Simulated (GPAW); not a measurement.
## Optical response of Be

Aim: the dielectric function of Be, and the optical constants that follow from it.

Main program and level: GPAW 26.7.0; DFT, PBE, plane-wave PAW (GPAW data sets), scalar-relativistic, RPA, optical limit.

## 1. Set-up

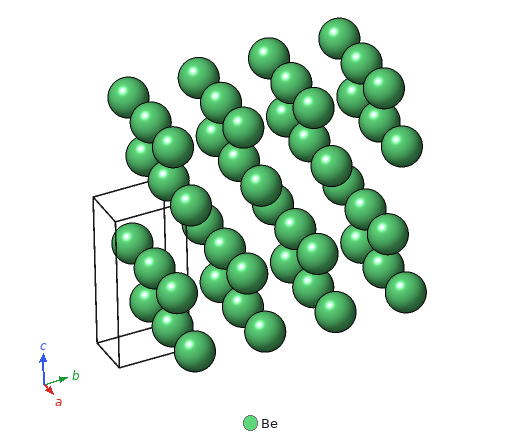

The starting structure, seen slightly off an axis (beryllium green). 3×4×2 cells are drawn.

Structure file:

```cif
data_structure
_symmetry_space_group_name_H-M 'P 1'
_symmetry_Int_Tables_number 1
_cell_length_a 2.2853
_cell_length_b 2.2853
_cell_length_c 3.5842
_cell_angle_alpha 90.000
_cell_angle_beta 90.000
_cell_angle_gamma 120.000
_cell_volume 16.21
loop_
_atom_site_label
_atom_site_type_symbol
_atom_site_fract_x
_atom_site_fract_y
_atom_site_fract_z
_atom_site_occupancy
Be1 Be 0.66667 0.33333 0.75000 1
Be2 Be 0.33333 0.66667 0.25000 1
```

## 2. Ground state

The self-consistent density comes first; it also tells whether there is a gap, which decides the occupations and the need for a Drude term.

This step: DFT, PBE, plane-wave PAW (GPAW data sets), scalar-relativistic, ground state (GPAW 26.7.0).

gs.py reads:

```python
from ase import Atoms
from ase.dft.bandgap import bandgap
from gpaw import GPAW, PW, FermiDirac

atoms = Atoms(['Be', 'Be'],
              cell=[[2.285300000000, 0.000000000000, 0.000000000000],
                    [-1.142650000000, 1.979127855300, 0.000000000000],
                    [0.000000000000, 0.000000000000, 3.584200000000]],
              scaled_positions=[[0.666666666700, 0.333333333300, 0.750000000000],
                                [0.333333333300, 0.666666666700, 0.250000000000]],
              pbc=[True, True, True])
atoms.calc = GPAW(mode=PW(500), xc='PBE', kpts={'size': (15, 15, 8), 'gamma': True},
                  occupations=FermiDirac(0.05), maxiter=150, txt='gs.txt')
print('energy (eV)', atoms.get_potential_energy())
print('Fermi level (eV)', atoms.calc.get_fermi_level())
print('valence electrons', atoms.calc.get_number_of_electrons())
print('gap (eV)', bandgap(atoms.calc, output=None)[0])
print('direct gap (eV)', bandgap(atoms.calc, direct=True, output=None)[0])
atoms.calc.write('gs.gpw')
```

On the command line:

```console
> OMP_NUM_THREADS=1 python gs.py
```

Numbers of over 12 decimals in the logs are rounded to 6 here.

Output:

```text
__  _  _
 | _ |_)|_||  |
 |__||  | ||/\| - 26.7.0

Versions:
  Python: 3.12.14
  ASE:    3.29.0
  Numpy:  2.5.5
  Scipy:  1.18.1
  Libxc:  7.0.0

Input parameters:
  mode=PW(ecut=500.0),
  kpts=MonkhorstPack(size=(15, 15, 8), gamma=True),
  maxiter=150,
  occupations=Occupations(name='fermi-dirac', width=0.05, fixmagmom=False),
  xc=XC(name='PBE')

Diagonalizing LCAO Hamiltonian
Converting LCAO to pw mode

          Be

        Be

Atoms  # Å, Bohr magnetons
|   | symbol |         x |        y |        z |    initial magnetic moments |
| 0 |     Be |  1.142650 | 0.659709 | 2.688150 | ( 0.0000,  0.0000,  0.0000) |
| 1 |     Be | -0.000000 | 1.319419 | 0.896050 | ( 0.0000,  0.0000,  0.0000) |

Unit cell  # Å
| periodic |         x |        y |        z |  lengths |     angles |
|      yes |  2.285300 | 0.000000 | 0.000000 | 2.285300 |  90.000000 |
|      yes | -1.142650 | 1.979128 | 0.000000 | 2.285300 |  90.000000 |
|      yes |  0.000000 | 0.000000 | 3.584200 | 3.584200 | 120.000000 |

Number of symmetries: 12
Symmetry operations  # r_c * U_cc + t_c -> r_c
|    | kind |            matrix            |
|  0 |  σ   |  1, 1, 0,  0,-1, 0,  0, 0, 1 |
|  1 |  S6  |  1, 1, 0, -1, 0, 0,  0, 0,-1 |
|  2 |  E   |  1, 0, 0,  0, 1, 0,  0, 0, 1 |
|  3 |  C2  |  1, 0, 0, -1,-1, 0,  0, 0,-1 |
|  4 |  C2  |  0, 1, 0,  1, 0, 0,  0, 0,-1 |
|  5 |  C3  |  0, 1, 0, -1,-1, 0,  0, 0, 1 |
|  6 |  S6  |  0,-1, 0,  1, 1, 0,  0, 0,-1 |
|  7 |  σ   |  0,-1, 0, -1, 0, 0,  0, 0, 1 |
|  8 |  σ   | -1, 0, 0,  1, 1, 0,  0, 0, 1 |
|  9 |  i   | -1, 0, 0,  0,-1, 0,  0, 0,-1 |
| 10 |  C3  | -1,-1, 0,  1, 0, 0,  0, 0, 1 |
| 11 |  C2  | -1,-1, 0,  0, 1, 0,  0, 0,-1 |

BZ-sampling:
  Number of BZ points: 1800
  Number of IBZ points: 192

  Monkhorst-Pack size: [15, 15, 8]
  Monkhorst-Pack shift: [0.0, 0.0, 0.0625]

K-points  # in reciprocal-cell coordinates
|     |                                coordinates |     weight |
|   0 | (  0.00000000,   0.00000000,   0.00000000) | 0.00055556 |
|   1 | (  0.00000000,   0.00000000,   0.12500000) | 0.00111111 |
|   2 | (  0.00000000,   0.00000000,   0.25000000) | 0.00111111 |
|   3 | (  0.00000000,   0.00000000,   0.37500000) | 0.00111111 |
|   4 | (  0.00000000,   0.00000000,   0.50000000) | 0.00055556 |
|   5 | (  0.06666667,   0.00000000,  -0.37500000) | 0.00333333 |
|   6 | (  0.06666667,   0.00000000,  -0.25000000) | 0.00333333 |
|   7 | (  0.06666667,   0.00000000,  -0.12500000) | 0.00333333 |
|   8 | (  0.06666667,   0.00000000,   0.00000000) | 0.00333333 |
|   9 | (  0.06666667,   0.00000000,   0.12500000) | 0.00333333 |
| ... |                                            |            |
| 191 | (  0.46666667,   0.46666667,   0.50000000) | 0.00333333 |

Plane wave coefficients: 424
Cutoff: 500.0 eV

Spin-components: 1 (collinear spins)
Bands:           7
Projectors:      6
Spin-degeneracy: 2
Datatype:        complex128

Parallelization:
  kpt:    1
  domain: 1
  band:   1

Density:
  Valence electrons: 4.0
  Components: 1
  Grid points: [12 12 20]
  Charge: 0.0  # |e|

Potential:
  Grid points: [12 12 20]

species:
  Be:
    name:    Beryllium
    id:
    Z:       4.0
    valence: 2
    core:    2
    charge:  0.0  # [|e|]
    compensation charges:
      type: gauss
      rc: 0.25  # [Å]
      lmax: 2
    cutoffs:
      filter: 1.42  # [Å]
      core: 1.77  # [Å]
    projectors
    | kind |    occ | energy [eV] | rcut [Å] |
    |   2s |  2.000 |      -5.610 |    0.794 |
    |   2p |  0.000 |      -2.018 |    0.794 |
    |    s |        |      21.602 |    0.794 |

    Using partial waves for Be as LCAO basis

Reference energy: -796.369947  # eV

eigensolver:
  PPCG
  Converge bands: occupied
  niter=2

density mixing:
  MSR1-Mixer
  Pratt-step length: 0.05
  Maximum mixing coefficient: 0.75
  Old densities: 10
  SVD Regularization: 0.005
  Good broyden scale: 1.0
  Trust region scale: 1.0
  Backstep threshold: 4.0
  History deletion threshold: 6.0
  Fourier metric: weight=20.0, sigma=0.015

occupation numbers:
  Fermi-Dirac:
    width: 0.0500  # eV

poisson solver:
  ecut: 4000.0  # eV

xc functional:
  name: PBE with 2 nearest neighbor stencil

convergence criteria:
- Maximum [total energy] change in last 3 cyles: 0.0005 eV / valence electron
- Maximum integral of absolute [dens]ity change: 0.0001 electrons / valence electron
- Maximum integral of absolute [eigenst]ate change: 4e-08 eV^2 / valence electron
maximum number of iterations: 150

SCF iterations
|iter     |      energy | eigst |  dens |
|iter:   1||   -7.394508 | +0.15 |       |
|iter:   2||   -7.393971 | -3.45 | -1.31 |
|iter:   3||   -7.396705 | -3.04 | -1.34 |
|iter:   4||   -7.397824 | -4.01 | -1.89 |
|iter:   5||   -7.397833c| -6.97 | -2.82 |
|iter:   6||   -7.397834c| -8.40c| -3.34 |
|iter:   7||   -7.397834c| -9.24c| -5.05c|

Converged in 7 steps
SCF loop duration: 7.345 s (1.049 s/step)
Energy contributions relative to reference atoms: (reference = -796.369947)

Energy contributions:
  Kinetic:           5.657763
  Coulomb:          -2.259260
  Zero:             -0.120348
  External:          0.000000
  Xc:              -10.675388
  Entropy:          -0.001203
  Spinorbit:         0.000000
  ----------------------------
  Free energy:      -7.398435
  Extrapolated:     -7.397834

dipole moment: (0.000003, 0.000005, 0.000009)  # |e|*Ang

Fermi level: 7.608
Eigenvalues  # (at kpt = [0.000, 0.000, 0.000])
| band index |      eig [eV] | occ [0-2] |
|          0 |        -3.945 |     2.000 |
|          1 |         2.962 |     2.000 |
|          2 |         8.406 |     0.000 |
|          3 |        22.949 |     0.000 |
|          4 |        22.949 |     0.000 |
|          5 |        25.822 |     0.000 |
|          6 |        25.822 |     0.000 |

No gap
No difference between direct/indirect transitions

--- standard output ---
energy (eV) -7.397834
Fermi level (eV) 7.608037
valence electrons 4.0
gap (eV) 0.0
direct gap (eV) 0.0
```

Wall time 10 s (1 thread of Arm Neoverse V1, shared host); peak memory 0.13 GiB.

This step gave:

```
energy       : -7.398 eV
Fermi energy : 7.608 eV
electrons    : 4
```

There are states at the Fermi level within the smearing, so the occupations stay smeared and the carriers get a Drude term.

## 3. Bands for the response

At the fixed density, many empty bands are solved on the mesh of the response, since the spectrum sums over them.

This step: DFT, PBE, plane-wave PAW (GPAW data sets), scalar-relativistic, bands at fixed density (GPAW 26.7.0).

nscf.py reads:

```python
from ase.dft.bandgap import bandgap
from gpaw import GPAW, FermiDirac

calc = GPAW('gs.gpw').fixed_density(kpts={'size': (24, 24, 13), 'gamma': True}, nbands=25, convergence={'bands': 19},
                                    occupations=FermiDirac(0.05), txt='nscf.txt')
print('gap (eV)', bandgap(calc, output=None)[0])
print('direct gap (eV)', bandgap(calc, direct=True, output=None)[0])
print('top band over the Fermi level (eV)', min(calc.get_eigenvalues(kpt=k)[18] for k in range(len(calc.get_ibz_k_points()))) - calc.get_fermi_level())
calc.write('full.gpw', mode='all')
```

On the command line:

```console
> OMP_NUM_THREADS=1 python nscf.py
```

Output:

```text
Diagonalizing LCAO Hamiltonian
Converting LCAO to pw mode
convergence criteria:
- Maximum integral of absolute [eigenst]ate change: 4e-08 eV^2 / valence electron
maximum number of iterations: 150

SCF iterations
|iter     |      energy | eigst |  dens |
|iter:   1||             | +3.54 |       |
|iter:   2||             | +1.79 |       |
|iter:   3||             | -0.68 |       |
|iter:   4||             | -2.58 |       |
|iter:   5||             | -4.67 |       |
|iter:   6||             | -6.30 |       |
|iter:   7||             | -7.17 |       |
|iter:   8||             | -7.90c|       |
SCF steps: 8
  __  _  _
 | _ |_)|_||  |
 |__||  | ||/\| - 26.7.0

Versions:
  Python: 3.12.14
  ASE:    3.29.0
  Numpy:  2.5.5
  Scipy:  1.18.1
  Libxc:  7.0.0

Input parameters:
  mode=PW(ecut=500.0),
  convergence={'bands': 19},
  gpts=array([12, 12, 20]),
  kpts=MonkhorstPack(size=(24, 24, 13), gamma=True),
  maxiter=150,
  nbands=25,
  occupations=Occupations(name='fermi-dirac', width=0.05, fixmagmom=False),
  parallel={},
  xc=XC(name='PBE')

--- standard output ---
gap (eV) 0.0
direct gap (eV) 0.0
top band over the Fermi level (eV) 35.284170
```

The job ended after 95 s (1 thread; peak memory 0.28 GiB).

## 4. Dielectric function, RPA

Transitions between filled and empty bands, summed over the zone, give the optical response, so mesh, band count and broadening shape it.

The induced potential is part of this response.

This step: DFT, PBE, plane-wave PAW (GPAW data sets), scalar-relativistic, RPA, optical limit (GPAW 26.7.0).

df.py reads:

```python
from gpaw.response.df import DielectricFunction

df = DielectricFunction('full.gpw', frequencies={'type': 'nonlinear', 'domega0': 0.03, 'omega2': 8},
                        ecut=60,
                        eta=0.2,
                        nbands=19,
                        rate=0.05,
                        txt='df.txt')
for direction in ['x', 'z']:
    df.get_dielectric_function(xc='RPA', direction=direction, filename=f'df_{direction}.csv')
```

On the command line:

```console
> OMP_NUM_THREADS=1 python df.py
```

Output:

```text
Using integrator: PointIntegrator
NonLinearFrequencyDescriptor(from 0.000 to 64.819 eV, 497 points)
Nonperiodic BCs:  [False False False]
Using integrator: PointIntegrator
NonLinearFrequencyDescriptor(from 0.000 to 64.819 eV, 497 points)
Nonperiodic BCs:  [False False False]
Using integrator: PointIntegrator

Calculating chi0 body with:
    Ground state adapter containing:
    Number of spins: 1
    Number of kpoints: 7488
    Number of irreducible kpoints: 715
    Number of completely occupied states: 1
    Number of partially occupied states: 4

    Linear response parametrization:
    q_c: [0.0, 0.0, 0.0]
    Number of frequency points: 497
    Planewave cutoff: 60.0
    Number of bands: 19
    Number of planewaves: 23
    Broadening (eta): 0.2

Integrating chi0 body.

Symmetries of q_c:
    Direct symmetries (Uq -> q): 12
    Indirect symmetries (TUq -> q): 0
In total 12 allowed symmetries.

715 groups of equivalent kpoints. 90.451389% reduction.

Integral kind: spectral function

Calculating chi0 optical extensions with:
    Ground state adapter containing:
    Number of spins: 1
    Number of kpoints: 7488
    Number of irreducible kpoints: 715
    Number of completely occupied states: 1
    Number of partially occupied states: 4

    Linear response parametrization:
    Number of frequency points: 497
    Planewave cutoff: 60.0
    Number of bands: 19
    Number of planewaves: 23
    Broadening (eta): 0.2
Integrating chi0 head and wings.

Symmetries of q_c:
    Direct symmetries (Uq -> q): 12
    Indirect symmetries (TUq -> q): 0
In total 12 allowed symmetries.

715 groups of equivalent kpoints. 90.451389% reduction.

Integral kind: spectral function wings

Calculating drude chi0 with:
    Number of frequency points:497
    Plasma frequency decay rate: 0.05 eV

    Ground state adapter containing:
    Number of spins: 1
    Number of kpoints: 7488
    Number of irreducible kpoints: 715
    Number of completely occupied states: 1
    Number of partially occupied states: 4

Symmetries of q_c:
    Direct symmetries (Uq -> q): 12
    Indirect symmetries (TUq -> q): 0
In total 12 allowed symmetries.

715 groups of equivalent kpoints. 90.451389% reduction.

Integral kind: intraband
Plasma frequency:
[[4.15-0.j 0.  +0.j 0.  +0.j]
 [0.  +0.j 4.15-0.j 0.  -0.j]
 [0.  +0.j 0.  +0.j 2.6 +0.j]]
```

Elapsed: 18 s, on 1 thread; peak memory 0.17 GiB.

This step gave:

* centre of weight of the strongest loss peak in the window: 17.91 eV

The Im ε has structure finer than the step of the table below, so its rows give means over 2 eV, whole bins alone (the curve runs from 0.305 to 35.3 eV). Peaks (eV: height): E ∥ x 2.0: 23.8, 3.3: 18.5.

Sum at mesh points, not converged in k. Table of Im ε by photon energy; means over each step:

| photon energy (eV) | E ∥ x | E ∥ z |
| --- | --- | --- |
| 2 | 14.6 | 18.6 |
| 4 | 16.0 | 15.9 |
| 6 | 7.13 | 8.24 |
| 8 | 2.86 | 3.20 |
| 10 | 1.26 | 1.65 |
| 12 | 0.688 | 0.747 |
| 14 | 0.515 | 0.454 |
| 16 | 0.382 | 0.374 |
| 18 | 0.287 | 0.306 |
| 20 | 0.220 | 0.232 |
| 22 | 0.167 | 0.172 |
| 24 | 0.126 | 0.133 |
| 26 | 0.0874 | 0.102 |
| 28 | 0.0695 | 0.0773 |
| 30 | 0.0569 | 0.0547 |
| 32 | 0.0268 | 0.0282 |
| 34 | 0.0207 | 0.0161 |

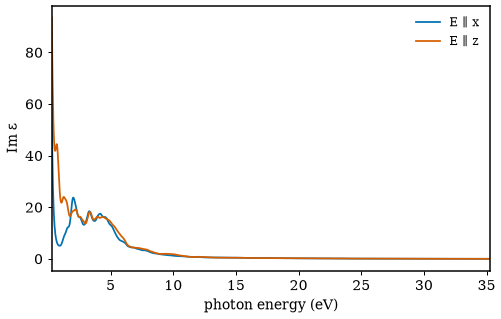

Im ε against photon energy.

Values under 1 per cm are given as 1; sum at mesh points, not converged in k. The absorption coefficient by photon energy:

| photon energy (eV) | E ∥ x (1/cm) | E ∥ z (1/cm) |
| --- | --- | --- |
| 2.508 | 6.1e5 | 6.2e5 |
| 4.981 | 1.6e6 | 1.6e6 |
| 7.496 | 1.6e6 | 1.6e6 |
| 10.026 | 1.5e6 | 1.6e6 |
| 12.504 | 1.2e6 | 1.4e6 |
| 14.960 | 9.6e5 | 1.0e6 |
| 17.496 | 6.5e5 | 7.4e5 |
| 20.061 | 4.2e5 | 4.9e5 |
| 22.440 | 3.0e5 | 2.9e5 |
| 24.968 | 1.8e5 | 2.0e5 |
| 27.468 | 1.2e5 | 1.6e5 |
| 30.069 | 1.1e5 | 1.1e5 |
| 32.540 | 54184 | 46405 |
| 35.033 | 37647 | 31637 |

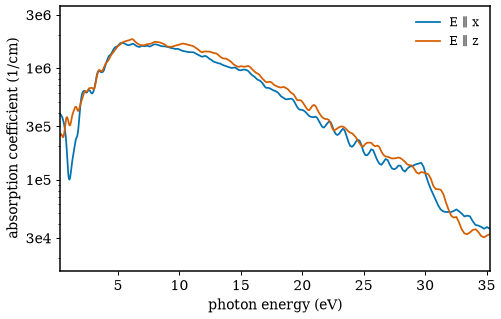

Absorption coefficient against photon energy.

The reflectivity at normal incidence has structure finer than the step of the table below, so its rows give means over 2 eV, whole bins alone (the curve runs from 0.305 to 35.3 eV). Peaks (eV: height): E ∥ x 2.1: 51.8, 6.3: 61.5; E ∥ z 6.3: 65.3, 11.3: 65.3.

Sum at mesh points, not converged in k. The reflectivity at normal incidence by photon energy; means over each step:

| photon energy (eV) | E ∥ x (%) | E ∥ z (%) |
| --- | --- | --- |
| 2 | 43.6 | 48.1 |
| 4 | 49.9 | 49.2 |
| 6 | 59.4 | 60.4 |
| 8 | 58.5 | 58.9 |
| 10 | 58.5 | 57.5 |
| 12 | 54.1 | 59.8 |
| 14 | 40.3 | 52.1 |
| 16 | 32.3 | 38.7 |
| 18 | 19.4 | 24.1 |
| 20 | 11.8 | 15.4 |
| 22 | 6.85 | 9.24 |
| 24 | 4.37 | 5.51 |
| 26 | 2.78 | 3.53 |
| 28 | 1.83 | 2.42 |
| 30 | 1.45 | 1.77 |
| 32 | 0.972 | 1.27 |
| 34 | 0.691 | 0.848 |

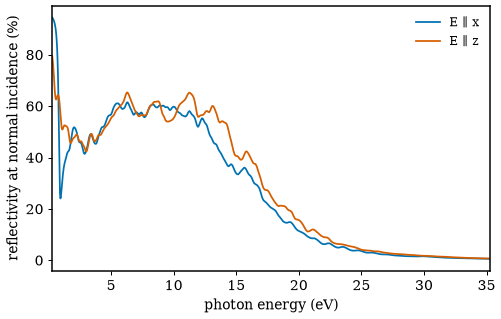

Reflectivity at normal incidence against photon energy.

Sum at mesh points, not converged in k. Table of loss function −Im 1/ε at q → 0 by energy loss; read off at these points:

| energy loss (eV) | E ∥ x | E ∥ z |
| --- | --- | --- |
| 2.50 | 0.0555 | 0.0561 |
| 5.00 | 0.0650 | 0.0638 |
| 7.50 | 0.138 | 0.129 |
| 10.00 | 0.231 | 0.214 |
| 12.50 | 0.581 | 0.395 |
| 15.00 | 1.63 | 1.36 |
| 16.96 | 3.32 | 3.07 |
| 17.50 | 3.21 | 3.13 |
| 19.45 | 2.74 | 3.43 |
| 20.00 | 2.16 | 2.97 |
| 22.50 | 1.03 | 1.19 |
| 25.00 | 0.421 | 0.511 |
| 27.50 | 0.204 | 0.285 |
| 30.00 | 0.159 | 0.165 |
| 32.50 | 0.0571 | 0.0532 |
| 35.00 | 0.0333 | 0.0294 |

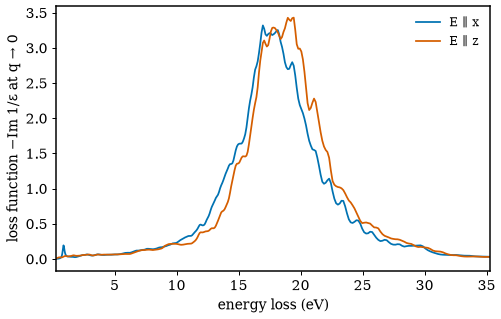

Loss function −Im 1/ε at q → 0 against energy loss.

The Im ε, E ∥ x has structure finer than the step of the table below, so its rows give means over 2 eV, whole bins alone (the curve runs from 0.305 to 35.3 eV). Peaks (eV: height): without local fields 2.0: 24.3, 3.3: 19.0; with local fields 2.0: 23.8, 3.3: 18.5.

Sum at mesh points, not converged in k. Im ε, E ∥ x against photon energy; means over each step:

| photon energy (eV) | without local fields | with local fields |
| --- | --- | --- |
| 2 | 14.9 | 14.6 |
| 4 | 16.5 | 16.0 |
| 6 | 7.19 | 7.13 |
| 8 | 2.85 | 2.86 |
| 10 | 1.25 | 1.26 |
| 12 | 0.686 | 0.688 |
| 14 | 0.519 | 0.515 |
| 16 | 0.366 | 0.382 |
| 18 | 0.271 | 0.287 |
| 20 | 0.199 | 0.220 |
| 22 | 0.146 | 0.167 |
| 24 | 0.106 | 0.126 |
| 26 | 0.0744 | 0.0874 |
| 28 | 0.0591 | 0.0695 |
| 30 | 0.0497 | 0.0569 |
| 32 | 0.0266 | 0.0268 |
| 34 | 0.0210 | 0.0207 |

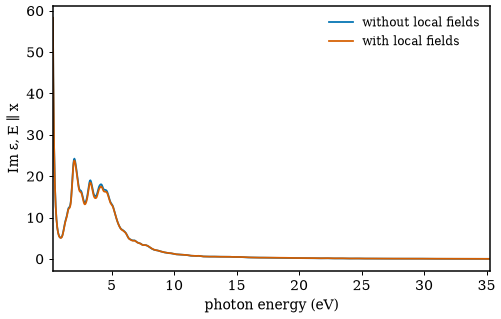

Im ε, E ∥ x, plotted against photon energy.

At chosen wavelengths:

| wavelength (nm) | n x | k x | R (%) x | 1/α x | n z | k z | R (%) z | 1/α z |
| --- | --- | --- | --- | --- | --- | --- | --- | --- |
| 1550 | 1.09 | 2.533 | 59.5 | 49 nm | 4.38 | 4.440 | 64.0 | 28 nm |
| 800 | 4.19 | 1.434 | 42.2 | 44 nm | 3.62 | 2.872 | 51.1 | 22 nm |
| 633 | 4.64 | 2.484 | 51.1 | 20 nm | 3.77 | 2.429 | 47.4 | 21 nm |
| 365 | 3.23 | 2.729 | 49.0 | 11 nm | 3.29 | 2.731 | 49.1 | 11 nm |
| 308 | 3.15 | 2.712 | 48.7 | 9.0 nm | 2.97 | 2.731 | 48.8 | 9.0 nm |
| 248 | 2.09 | 3.134 | 56.8 | 6.3 nm | 2.29 | 3.116 | 55.4 | 6.3 nm |
| 193 | 0.98 | 2.451 | 60.5 | 6.3 nm | 0.96 | 2.635 | 64.3 | 5.8 nm |

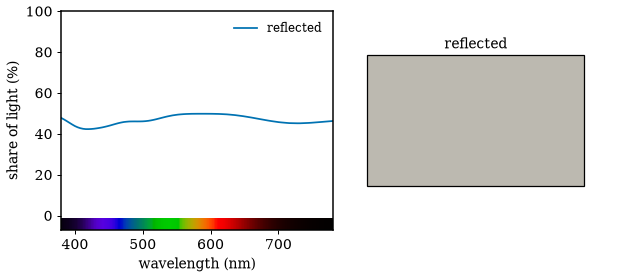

Light reflected across the visible range, with the colour that it makes of daylight (sRGB).

In reflection the computed colour is light grey: x = 0.322, y = 0.341, luminous reflectivity 49 %.

## 5. Summary of results

| Quantity | Value |
| --- | --- |
| centre of weight of the strongest loss peak in the window, first axis | 17.9 eV |

In words: At this level (PBE, RPA) Be is a metal. The mesh is too coarse to trust the carriers' weight, the reflectivity or the colour to better than tens of per cent. In reflection the computed colour is light grey: x = 0.322, y = 0.341, luminous reflectivity 49 %. The carriers' damping of 0.05 eV is typed, not computed; it shapes the response at the lowest energies. The curves end at 35 eV, about where the summed bands run out. GPAW's carrier term has the form −ωp²/(ω + i·rate)², which damps like twice the rate and fails at low energy, so the curves leave the lowest energies out. The sum runs over mesh points 0.13 Å⁻¹ apart with no interpolation, so peaks are partly noise of the mesh, and the Drude plasma energy, a sum over the Fermi surface, isn't converged.

[Machine, clock and banner lines and Python warnings are left out of the logs.]

[Logs are printed without paths, hosts, clocks, repeated set-up lines and the standing remarks that a program may print on its own settings, such as how far it seeks lower states.]

[Hosts, paths, dates, database ids (printed as entryN), source tags and the programs' standing remarks are cut or masked in the printed files.]
